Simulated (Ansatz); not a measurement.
# ScAl2Ru2, from a guessed structure to a relaxed one

Starting from a made-up structure for ScAl2Ru2, the aim is the relaxed cell, its shortest contacts and, where a second run follows, its electronic structure.

Main program and level: Ansatz 0.2.0; DFT, r2SCAN, plane-wave PAW, files of the set soft_1, scalar-relativistic, no spin, cell and ions relaxed at zero pressure; PAW set soft_1.

**1. Starting point**

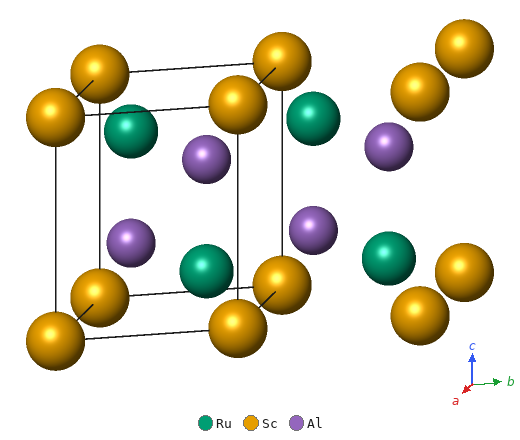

The starting structure, seen slightly off an axis (ruthenium teal, scandium orange, aluminium purple). 1×2×1 cells are drawn. Some periodic images of atoms are drawn too.

**2. Relaxing cell and atoms**

The guessed cell has no reason to be at equilibrium. It is relaxed with the atoms, within the space group of the guess.

input.yaml

```yaml
crystal:
  lattice:
    - [4.309, 0.0, 0.0]
    - [-2.1545, 3.731703465, 0.0]
    - [0.0, 0.0, 5.214]
  atoms:
    - { symbol: Ru, position: [0.666666667, 0.333333333, 0.8542] }
    - { symbol: Ru, position: [0.333333333, 0.666666667, 0.1458] }
    - { symbol: Sc, position: [0.0, 0.0, 0.0] }
    - { symbol: Al, position: [0.666666667, 0.333333333, 0.3547] }
    - { symbol: Al, position: [0.333333333, 0.666666667, 0.6453] }
kpoints:
  mp_grid: { grid: [7, 7, 5] }
scf:
  occupations: { method: fermi_dirac, width: 0.05 }
hamiltonian:
  xc: r2scan
  pseudopotentials: { kind: paw, azcp: { folder: soft_1 } }
relax:
  f_tol: 0.015
  max_steps: 70
  cell: {}
output:
  forces: true
  stress: true
```

Run with:

```console
ansatz run input.yaml --threads 4 --pin off --max-ram 10240MiB --backend cpu --events-out ev --progress --plain --runs-dir out
```

Numbers of over 12 decimals in the logs are rounded to 6 here.

The program printed:

```text
Engine: ansatz 0.2.0, x86_64-unknown-linux-gnu
Pseudopotentials: kind: paw
Pseudopotential: Ru, paw, valence charge 16, recommended cutoff 500 eV (meta_gga), soft_1/Ru.paw.azcp
Pseudopotential: Sc, paw, valence charge 11, recommended cutoff 500 eV (meta_gga), soft_1/Sc.paw.azcp
Pseudopotential: Al, paw, valence charge 3, recommended cutoff 500 eV (meta_gga), soft_1/Al.paw.azcp
Functional definition: r2SCAN
  parameter k0 = 0.174
  parameter k1 = 0.065
  parameter a1 = 4.9479
  exchange = r2scan_x(k0 = k0, k1 = k1, a1 = a1)
  correlation = r2scan_c
Crystal: 5 atoms, lattice volume = 83.841 Å³
Basis set: ecut = 500 eV, 2149 PW (Γ), exchange–correlation on 128×128×160 points (64 copies of the dense FFT grid, shifted against one another)
Bands: 30, of which v1, the nominal top of the filled ones, is band 25 counted from 1 (24 counted from 0)
Symmetry: 12 space group operations
Space group: P-3m1 (ITA 164), of the structure as read, at distance tolerance 4.4e-5 Å
k-points: 32 of 245
Non-local potential: Ru, projectors of the file, l = 0: 3, l = 1: 2, l = 2: 2, l = 3: 1
Non-local potential: Sc, projectors of the file, l = 0: 3, l = 1: 2, l = 2: 3, l = 3: 1
Non-local potential: Al, projectors of the file, l = 0: 2, l = 1: 2, l = 2: 1
PAW form: soft (Blöchl's): semilocal exchange-correlation on the pseudo side does not see the compensation charge
PAW frozen core: Ru, regenerated for the run's functional (the file was generated under x = pbe(κ = 0.804, μ = 0.219515), c = pbe(β = 0.066725))
PAW frozen core: Sc, regenerated for the run's functional (the file was generated under x = pbe(κ = 0.804, μ = 0.219515), c = pbe(β = 0.066725))
PAW frozen core: Al, regenerated for the run's functional (the file was generated under x = pbe(κ = 0.804, μ = 0.219515), c = pbe(β = 0.066725))
PAW one-centre angular grid: Ru, 590 points (default); XC on 160 Gauss nodes
PAW one-centre angular grid: Sc, 590 points (default); XC on 224 Gauss nodes
PAW one-centre angular grid: Al, 302 points (default); XC on 160 Gauss nodes
Initial density: superposition of atomic densities (chi_scale 0.1, normalization cell, long waves kept (reshape's long-wave potential 0.00 eV rms))
Initial wavefunctions: pseudopotential atomic-orbital guess
Functional: x = r2scan, c = r2scan; τ floored in thin density (d = 2e-4 eV/Å³)
SCF iter   1: F=—  HF=-15008.320754 eV  |F-HF|=—  |Δ(HF+E_count)|=         —  Δρ=1.57e-1  dr2=3.41e1  dr2_τ=1.20e0  ethr=3.10e-3  ⟨swp⟩=6.4  Hψ=3953  notcnv=0
preconditioner: auto → Kerker (q_TF=auto, 2.495 Å⁻¹)  [metal: Δε(μ)=0.034 eV  Ē_g=4.459 eV  σ=0.050 eV  W_gap=0.17  n_scr=22 (ndim 8)  ℏωp=20.3 eV  f_vac=0.000  D(μ)=5.05/eV (n_scr^D=52)]
SCF iter   2: F=—  HF=-15005.924351 eV  |F-HF|=—  |Δ(HF+E_count)|=    2.40e0  Δρ=8.02e-2  dr2=9.90e0  dr2_τ=2.29e0  ethr=3.10e-3  ⟨swp⟩=4.0  Hψ=2521  notcnv=0
SCF iter   3: F=—  HF=-15004.958274 eV  |F-HF|=—  |Δ(HF+E_count)|=   9.66e-1  Δρ=2.74e-2  dr2=1.25e0  dr2_τ=2.79e-2  ethr=3.10e-3  ⟨swp⟩=2.9  Hψ=1897  notcnv=0  defer=9
SCF iter   4: F=—  HF=-15004.915823 eV  |F-HF|=—  |Δ(HF+E_count)|=   4.25e-2  Δρ=1.91e-2  dr2=5.44e-1  dr2_τ=3.36e-2  ethr=2.55e-3  ⟨swp⟩=3.3  Hψ=1973  notcnv=0  defer=8
SCF iter   5: F=—  HF=-15004.888272 eV  |F-HF|=—  |Δ(HF+E_count)|=   2.76e-2  Δρ=1.50e-2  dr2=3.32e-1  dr2_τ=1.33e-2  ethr=1.11e-3  ⟨swp⟩=2.1  Hψ=1235  notcnv=0  defer=5
SCF iter   6: F=—  HF=-15004.846867 eV  |F-HF|=—  |Δ(HF+E_count)|=   4.14e-2  Δρ=2.57e-3  dr2=1.00e-2  dr2_τ=1.98e-4  ethr=6.78e-4  ⟨swp⟩=2.7  Hψ=1377  notcnv=0  defer=3
SCF iter   7: F=—  HF=-15004.845649 eV  |F-HF|=—  |Δ(HF+E_count)|=   1.22e-3  Δρ=7.88e-4  dr2=8.92e-4  dr2_τ=3.45e-5  ethr=2.05e-5  ⟨swp⟩=2.1  Hψ=1517  notcnv=0  defer=3
SCF iter   8: F=—  HF=-15004.845651 eV  |F-HF|=—  |Δ(HF+E_count)|=   1.64e-6  Δρ=3.99e-4  dr2=2.68e-4  dr2_τ=6.87e-6  ethr=1.82e-6  ⟨swp⟩=1.5  Hψ=999  notcnv=0  defer=3
SCF iter   9: F=—  HF=-15004.845621 eV  |F-HF|=—  |Δ(HF+E_count)|=   3.02e-5  Δρ=1.70e-4  dr2=4.97e-5  dr2_τ=1.13e-6  ethr=5.48e-7  ⟨swp⟩=1.2  Hψ=989  notcnv=0  defer=3
SCF iter  10: F=—  HF=-15004.845613 eV  |F-HF|=—  |Δ(HF+E_count)|=   8.11e-6  Δρ=1.35e-5  dr2=2.41e-7  dr2_τ=7.33e-9  ethr=1.01e-7  ⟨swp⟩=2.2  Hψ=1331  notcnv=0  defer=3
SCF iter  11: F=-15004.845613 eV  HF=-15004.845613 eV  |F-HF|=4.78e-8  |Δ(HF+E_count)|=   3.64e-8  Δρ=6.55e-6  dr2=5.71e-8  dr2_τ=4.43e-9  ethr=2.04e-10  ⟨swp⟩=4.7  Hψ=3144  notcnv=0
SCF 1 converged in 11 iterations: F = -15004.845613 eV  dr2 = 5.71e-8
  greatest PAW one-centre occupation: 0.999 electrons in one spin orbital (limit 2), on the Ru atom at site 1 (counted from 0), in its partial waves of l = 0
relax step   1: F+E_penalty+E_count = -15004.84561276 eV  Δ(F+E_penalty+E_count) = +0.000e0 eV  max|allowed force component| = 1.142e0 eV/Å  Δτ_max = 0.0000 Å  P = -0.734 GPa  Ω = 83.841 Å³  (11 SCF iters, dr2 threshold 1.00e-7 eV, accepted)
Crystal: 5 atoms, lattice volume = 82.899 Å³
Basis set: ecut = 500 eV, 2065 PW (Γ), exchange–correlation on 128×128×160 points (64 copies of the dense FFT grid, shifted against one another)
Initial density: handed on by an earlier stage of this run
Initial wavefunctions: those handed on with the density
iter 1 solved again at ethr=1.63e-4 eV; its pass at ethr=3.10e-3 eV (dr2=8.01e-2 eV) is discarded
SCF iter   1: F=—  HF=-15004.402500 eV  |F-HF|=—  |Δ(HF+E_count)|=         —  Δρ=1.07e-2  dr2=8.16e-2  dr2_τ=1.83e0  ethr=1.63e-4  ⟨swp⟩=1.2  Hψ=5189  notcnv=0
preconditioner: auto → Kerker (q_TF=auto, 2.499 Å⁻¹)  [metal: Δε(μ)=0.101 eV  Ē_g=4.948 eV  σ=0.050 eV  W_gap=0.41  n_scr=22 (ndim 8)  ℏωp=20.4 eV  f_vac=0.001  D(μ)=2.46/eV (n_scr^D=20)]
SCF iter   2: F=—  HF=-15004.993891 eV  |F-HF|=—  |Δ(HF+E_count)|=   5.91e-1  Δρ=6.39e-3  dr2=2.10e-2  dr2_τ=2.13e-3  ethr=1.63e-4  ⟨swp⟩=2.0  Hψ=1921  notcnv=0
preconditioner: auto → Resta (q_TF=auto, 2.499 Å⁻¹)  ε∞=17.9  [insulator: Δε(μ)=0.136 eV  Ē_g=4.959 eV  σ=0.050 eV  W_gap=0.52  n_scr=22 (ndim 8)  ℏωp=20.4 eV  f_vac=0.001  D(μ)=2.47/eV (n_scr^D=20)  ε∞_Penn≈17.9]
SCF iter   3: F=—  HF=-15004.994409 eV  |F-HF|=—  |Δ(HF+E_count)|=   5.17e-4  Δρ=3.04e-3  dr2=5.74e-3  dr2_τ=6.23e-4  ethr=4.29e-5  ⟨swp⟩=2.7  Hψ=1643  notcnv=0
SCF iter   4: F=—  HF=-15004.995542 eV  |F-HF|=—  |Δ(HF+E_count)|=   1.13e-3  Δρ=1.82e-3  dr2=4.75e-3  dr2_τ=4.91e-4  ethr=1.17e-5  ⟨swp⟩=2.0  Hψ=1333  notcnv=0
SCF iter   5: F=—  HF=-15004.994973 eV  |F-HF|=—  |Δ(HF+E_count)|=   5.68e-4  Δρ=3.42e-4  dr2=1.35e-4  dr2_τ=7.71e-6  ethr=9.69e-6  ⟨swp⟩=2.0  Hψ=1243  notcnv=0
SCF iter   6: F=—  HF=-15004.994978 eV  |F-HF|=—  |Δ(HF+E_count)|=   4.57e-6  Δρ=1.10e-4  dr2=8.17e-6  dr2_τ=5.79e-7  ethr=2.76e-7  ⟨swp⟩=2.0  Hψ=1359  notcnv=0
SCF iter   7: F=—  HF=-15004.994979 eV  |F-HF|=—  |Δ(HF+E_count)|=   1.54e-6  Δρ=3.17e-5  dr2=1.69e-6  dr2_τ=3.70e-8  ethr=1.67e-8  ⟨swp⟩=2.0  Hψ=1342  notcnv=0
SCF iter   8: F=-15004.994980 eV  HF=-15004.994980 eV  |F-HF|=8.11e-8  |Δ(HF+E_count)|=   9.55e-8  Δρ=1.20e-5  dr2=2.54e-7  dr2_τ=4.58e-9  ethr=1.02e-9  ⟨swp⟩=4.0  Hψ=3061  notcnv=0
SCF 2 converged in 8 iterations: F = -15004.994980 eV  dr2 = 2.54e-7
relax step   2: F+E_penalty+E_count = -15004.99497951 eV  Δ(F+E_penalty+E_count) = -1.494e-1 eV  max|allowed force component| = 2.656e-1 eV/Å  Δτ_max = 0.1037 Å  P = +0.153 GPa  Ω = 82.899 Å³  energy of the carried Pulay correction = +2.327e-4 eV  (8 SCF iters, dr2 threshold 5.00e-7 eV, accepted)
Crystal: 5 atoms, lattice volume = 82.981 Å³
iter 1 solved again at ethr=1.97e-5 eV; its pass at ethr=3.10e-3 eV (dr2=9.64e-3 eV) is discarded
SCF iter   1: F=—  HF=-15005.002074 eV  |F-HF|=—  |Δ(HF+E_count)|=         —  Δρ=2.16e-3  dr2=9.58e-3  dr2_τ=3.02e-3  ethr=1.97e-5  ⟨swp⟩=1.4  Hψ=3982  notcnv=0
preconditioner: auto → Kerker (q_TF=auto, 2.499 Å⁻¹)  [metal: Δε(μ)=0.096 eV  Ē_g=4.937 eV  σ=0.050 eV  W_gap=0.38  n_scr=22 (ndim 8)  ℏωp=20.4 eV  f_vac=0.001  D(μ)=2.41/eV (n_scr^D=20)]
SCF iter   2: F=—  HF=-15005.003418 eV  |F-HF|=—  |Δ(HF+E_count)|=   1.34e-3  Δρ=1.39e-3  dr2=3.85e-3  dr2_τ=6.02e-5  ethr=1.95e-5  ⟨swp⟩=1.0  Hψ=960  notcnv=0
SCF iter   3: F=—  HF=-15005.002852 eV  |F-HF|=—  |Δ(HF+E_count)|=   5.67e-4  Δρ=2.47e-4  dr2=4.51e-5  dr2_τ=7.50e-6  ethr=7.87e-6  ⟨swp⟩=2.0  Hψ=1351  notcnv=0
SCF iter   4: F=—  HF=-15005.002851 eV  |F-HF|=—  |Δ(HF+E_count)|=   7.51e-7  Δρ=9.96e-5  dr2=1.16e-5  dr2_τ=9.47e-7  ethr=9.21e-8  ⟨swp⟩=2.0  Hψ=1378  notcnv=0
SCF iter   5: F=—  HF=-15005.002851 eV  |F-HF|=—  |Δ(HF+E_count)|=   5.05e-7  Δρ=7.93e-5  dr2=8.80e-6  dr2_τ=9.23e-7  ethr=2.37e-8  ⟨swp⟩=2.0  Hψ=1334  notcnv=0
SCF iter   6: F=-15005.002850 eV  HF=-15005.002850 eV  |F-HF|=5.36e-8  |Δ(HF+E_count)|=   9.17e-7  Δρ=1.50e-5  dr2=2.59e-7  dr2_τ=8.99e-9  ethr=1.02e-9  ⟨swp⟩=3.9  Hψ=3624  notcnv=0
SCF 3 converged in 6 iterations: F = -15005.002850 eV  dr2 = 2.59e-7
relax step   3: F+E_penalty+E_count = -15005.00285041 eV  Δ(F+E_penalty+E_count) = -7.871e-3 eV  max|allowed force component| = 3.162e-2 eV/Å  Δτ_max = 0.0287 Å  P = +0.154 GPa  Ω = 82.981 Å³  energy of the carried Pulay correction = +2.123e-4 eV  (6 SCF iters, dr2 threshold 5.00e-7 eV, accepted)
[...]
relax step   4: F+E_penalty+E_count = -15005.00363676 eV  Δ(F+E_penalty+E_count) = -7.864e-4 eV  max|allowed force component| = 5.172e-3 eV/Å  Δτ_max = 0.0115 Å  P = -0.079 GPa  Ω = 83.157 Å³  energy of the carried Pulay correction = +1.686e-4 eV  (6 SCF iters, dr2 threshold 1.66e-7 eV, accepted)
[...]
relax step   5: F+E_penalty+E_count = -15005.00366870 eV  Δ(F+E_penalty+E_count) = -3.194e-5 eV  max|allowed force component| = 2.271e-3 eV/Å  Δτ_max = 0.0013 Å  P = +0.054 GPa  Ω = 83.084 Å³  energy of the carried Pulay correction = +1.868e-4 eV  (5 SCF iters, dr2 threshold 3.81e-8 eV, accepted)
[...]
relax step   6: F+E_penalty+E_count = -15005.00366737 eV  Δ(F+E_penalty+E_count) = +1.337e-6 eV  max|allowed force component| = 4.225e-5 eV/Å  Δτ_max = 0.0004 Å  P = +0.000 GPa  Ω = 83.114 Å³  energy of the carried Pulay correction = +1.793e-4 eV  (4 SCF iters, dr2 threshold 1.01e-8 eV, accepted)
Initial wavefunctions: pseudopotential atomic-orbital guess (no wavefunctions were taken with the density)
iter 1 solved again at ethr=4.01e-8 eV; its pass at ethr=3.10e-3 eV (dr2=1.97e-5 eV) is discarded
SCF iter   1: F=—  HF=-15005.003191 eV  |F-HF|=—  |Δ(HF+E_count)|=         —  Δρ=2.29e-4  dr2=1.03e-6  dr2_τ=2.54e-6  ethr=4.01e-8  ⟨swp⟩=4.0  Hψ=7025  notcnv=0
SCF iter   2: F=—  HF=-15005.003412 eV  |F-HF|=—  |Δ(HF+E_count)|=   2.21e-4  Δρ=1.16e-4  dr2=2.62e-7  dr2_τ=2.59e-6  ethr=2.09e-9  ⟨swp⟩=2.0  Hψ=1361  notcnv=0
SCF iter   3: F=—  HF=-15005.003499 eV  |F-HF|=—  |Δ(HF+E_count)|=   8.62e-5  Δρ=1.12e-5  dr2=8.62e-8  dr2_τ=2.46e-8  ethr=5.35e-10  ⟨swp⟩=2.0  Hψ=1652  notcnv=0
SCF iter   4: F=—  HF=-15005.003499 eV  |F-HF|=—  |Δ(HF+E_count)|=   3.50e-7  Δρ=2.77e-6  dr2=4.29e-9  dr2_τ=7.35e-10  ethr=1.76e-10  ⟨swp⟩=2.0  Hψ=1272  notcnv=0
SCF iter   5: F=—  HF=-15005.003499 eV  |F-HF|=—  |Δ(HF+E_count)|=   1.65e-8  Δρ=6.92e-7  dr2=8.32e-10  dr2_τ=4.42e-11  ethr=8.75e-12  ⟨swp⟩=2.0  Hψ=1361  notcnv=0
SCF iter   6: F=—  HF=-15005.003499 eV  |F-HF|=—  |Δ(HF+E_count)|=  1.36e-10  Δρ=2.74e-7  dr2=1.15e-10  dr2_τ=3.17e-12  ethr=1.70e-12  ⟨swp⟩=2.1  Hψ=1307  notcnv=0
SCF iter   7: F=-15005.003499 eV  HF=-15005.003499 eV  |F-HF|=5.46e-12  |Δ(HF+E_count)|=  4.91e-11  Δρ=6.67e-8  dr2=4.39e-12  dr2_τ=1.78e-13  ethr=1.00e-12  ⟨swp⟩=4.0  Hψ=3001  notcnv=0
SCF 7 converged in 7 iterations: F = -15005.003499 eV  dr2 = 4.39e-12
relax step   7: F+E_penalty+E_count = -15005.00349897 eV  Δ(F+E_penalty+E_count) = +1.684e-4 eV  max|allowed force component| = 8.488e-5 eV/Å  Δτ_max = 0.0000 Å  P = +0.001 GPa  Ω = 83.114 Å³  stress off target by 2.51e-3 GPa  SCF on the basis re-selected at this cell (its energy is not comparable with the rows above)  (7 SCF iters)
basis re-selected at this cell: Δ(F+E_penalty+E_count) = +1.684e-4 eV, ΔP = +0.001 GPa vs the last step (what re-selecting the basis moved, of the pressure what is left beyond the Pulay correction that the steps carried, after the strain that the cell walked since its last selection, with what the two solves' SCF thresholds leave and, on support functions, any second-order correction that the steps lacked; it is no m [...]
SCF converged after 7 iterations
Free energy (F): -15005.003499 eV
Harris-Foulkes:  -15005.003499 eV  (|F-HF|=5.46e-12)
Internal energy: -15004.983536 eV  (E = F + TS)
E sigma→0 (E₀):  -15004.993518 eV
Entropy (-TS):   -0.019963 eV (-3.993 meV/atom)
Fermi energy:    12.684925 eV
--- Per-component energies (eV) ---
  E_band       = -531.148681
  E_kinetic    = 1182.577102
  E_local      = -5376.171894  (includes V_loc(G=0)·N_el)
  E_nonlocal   = 996.157518
  E_hartree    = 2031.636284
  E_xc         = -480.091591
  E_vxc        = -659.704747  (∫ρ·V_xc dr)
  E_paw        = -8993.554428  (= ΣΔE_a)
  E_vpaw       = -783.161908  (= ΣTr[D̂ρ^β])
  E_aug_tail   = 0.001279  (compensation charges beyond the density's cutoff)
  E_vtau       = 45.881388  (kinetic-family band-sum trace: ∫τ·v_τ [+ j·A + Jᵃ·Aᵃ] dr)
  E_ewald      = -4364.557194
  E_core_change = -0.980612  (= ΣΔE_core)
  E_smearing   = -0.019963  (= −TS)
  E_closure    = 0.000000  (closes the sum)
  Σ components = -15005.003499   (vs F -15005.003499, Δ=0.00e0)
--- Forces (eV/Å), atoms counted from 1 ---
  atom   1  Ru     0.00000000    -0.00000000     0.00008488
  atom   2  Ru    -0.00000000    -0.00000000    -0.00008488
  atom   3  Sc     0.00000000     0.00000000     0.00000000
  atom   4  Al     0.00000000     0.00000000     0.00002083
  atom   5  Al     0.00000000     0.00000000    -0.00002083
  max |Σ_I F_I| component: 2.78e-17 eV/Å
--- Stress (GPa, compression-positive) ---
        0.002513      -0.000000       0.000000
       -0.000000       0.002513      -0.000000
       -0.000000      -0.000000      -0.001311
  P = ⅓ Tr σ = 0.0012 GPa (0.012 kbar)
--- Relaxed structure (6 steps of the walk, 6 accepted, 1 SCFs on fresh bases) ---
  F+E_penalty+E_count = -15005.00349897 eV   max|allowed force component| = 8.488e-5 eV/Å   (the final SCF, on the basis selected at the relaxed cell)
  cell:  # Å, volume = 83.1142 Å³
    - [4.350830, 0, -8.576683490533798e-18]
    - [-2.175415, 3.767930, 4.288341745266913e-18]
    - [-1.0378005968690374e-17, 0, 5.069907]
  atoms:
    - { symbol: Ru, position: [0.666667, 0.333333, 0.831814] }
    - { symbol: Ru, position: [0.333333, 0.666667, 0.168186] }
    - { symbol: Sc, position: [0, 0, 2.4952869332232543e-19] }
    - { symbol: Al, position: [0.666667, 0.333333, 0.343381] }
    - { symbol: Al, position: [0.333333, 0.666667, 0.656619] }
```

Wall time 6.2 s (4 threads of AMD EPYC 9B45 (Zen 5), shared host); peak memory 0.7 GiB; 22 s of CPU time.

Relaxation path:

| step | energy less that of the first step (eV) | largest force component (eV/Å) | pressure (GPa) | volume (Å³) |
| --- | --- | --- | --- | --- |
| 1 | 0.0000 | 1.1420 | -0.73 | 83.84 |
| 2 | -0.1494 | 0.2656 | 0.15 | 82.90 |
| 3 | -0.1572 | 0.0316 | 0.15 | 82.98 |
| 4 | -0.1580 | 0.0052 | -0.08 | 83.16 |
| 5 | -0.1581 | 0.0023 | 0.05 | 83.08 |
| 6 | -0.1581 | 0.0000 | 0.00 | 83.11 |
| 7* | -0.1579 | 0.0001 | 0.00 | 83.11 |

Relaxation steps marked * repeat the geometry before them on a plane-wave basis chosen anew for their cell, so energy and pressure can jump there.

Forces are held to the 12 operations that the run works with; a distortion that breaks them can't arise in this run.

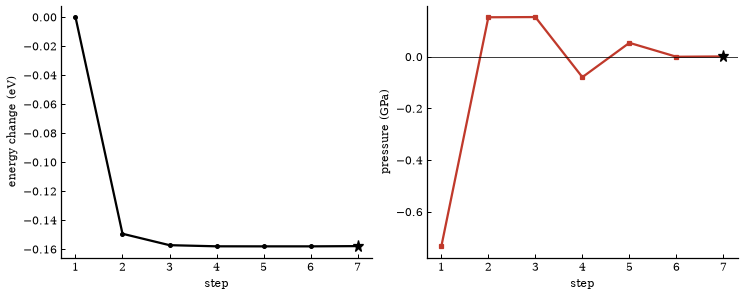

Energy and pressure along the relaxation. Stars mark steps on a basis chosen anew.

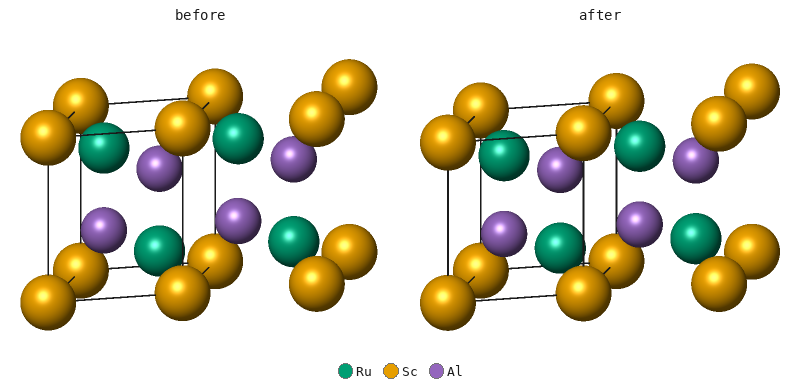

The structure before and after the relaxation, drawn at the same scale.

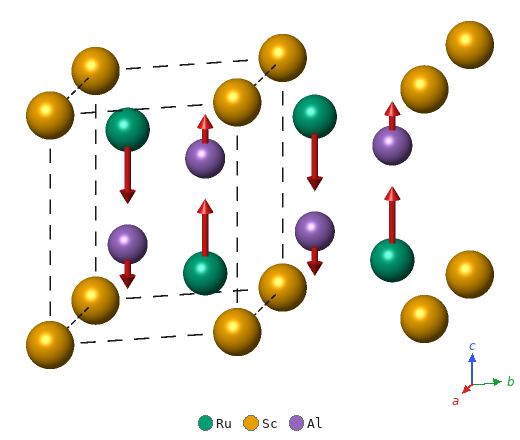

Displacements in the relaxation, exaggerated, measured against the changing cell; the longest in the cell stands for 0.11 Å. 1×2×1 cells are drawn. Some periodic images of atoms are drawn too.

| conventional cell, symmetrised | before | after | change |
| --- | --- | --- | --- |
| a (Å) | 4.309 | 4.351 | +1.0 % |
| b (Å) | 4.309 | 4.351 | +1.0 % |
| c (Å) | 5.214 | 5.070 | -2.8 % |
| volume (Å³/atom) | 16.77 | 16.62 | -0.9 % |

The atoms that moved most (Å, as changes of fractional coordinates times the final cell):

| atom | dx | dy | dz | length |
| --- | --- | --- | --- | --- |
| Ru1 | 0.000 | 0.000 | -0.113 | 0.113 |
| Ru2 | 0.000 | 0.000 | 0.113 | 0.113 |
| Al4 | 0.000 | 0.000 | -0.057 | 0.057 |
| Al5 | 0.000 | 0.000 | 0.057 | 0.057 |

Final coordinates:

```
Ru Sc Al
1.0
     4.35083    0.00000    0.00000
    -2.17542    3.76793    0.00000
     0.00000    0.00000    5.06991
Ru Sc Al
2 1 2
Direct
  0.66667 0.33333 0.83181
  0.33333 0.66667 0.16819
  0.00000 0.00000 0.00000
  0.66667 0.33333 0.34338
  0.33333 0.66667 0.65662
```

This step gave:

* free energy: -15005.0035 eV
* energy at zero smearing: -15004.9935 eV
* smearing term TS: 0.01996 eV
* Fermi energy: 12.68 eV
* electrons: 49
* symmetry operations: 12
* pressure: 0.001239 GPa

Shortest distances by pair of elements, guess and relaxed (not always the same contact):

| pair | guess (Å) | relaxed (Å) |
| --- | --- | --- |
| Al–Ru | 2.604 | 2.476 |
| Ru–Sc | 2.601 | 2.653 |
| Al–Al | 2.913 | 2.972 |
| Ru–Ru | 2.916 | 3.036 |
| Al–Sc | 3.100 | 3.056 |

The relaxation ends with a largest force component of 8.5e-5 eV/Å and a pressure of 0.00 GPa.

**3. Outcome**

```json
{
  "space group, relaxed": "P-3m1",
  "conventional cell": "a = 4.351, b = 4.351, c = 5.070 Å; α = 90.0°, β = 90.0°, γ = 120.0°",
  "volume per atom": "16.62 Å³ (guess 16.77)"
}
```

ScAl2Ru2 relaxes to P-3m1 with a = 4.351, b = 4.351 and c = 5.070 Å. The guessed volume was near the relaxed one. The space group P-3m1 was held in the relaxation, so the end point is a stationary structure within it and may be a saddle against distortions or other arrangements. Mesh and cutoff weren't tested. No dispersion term is used, so weakly bound directions may come out too long. The runs have no spin, and magnetism wasn't tested. Nothing here tests whether the compound is stable against decomposition.

[Logs are printed without paths, hosts, clocks, repeated set-up lines and the standing remarks that a program may print on its own settings, such as how far it seeks lower states.]

[Hosts, paths, dates, database ids (printed as entryN), source tags and the programs' standing remarks are cut or masked in the printed files.]
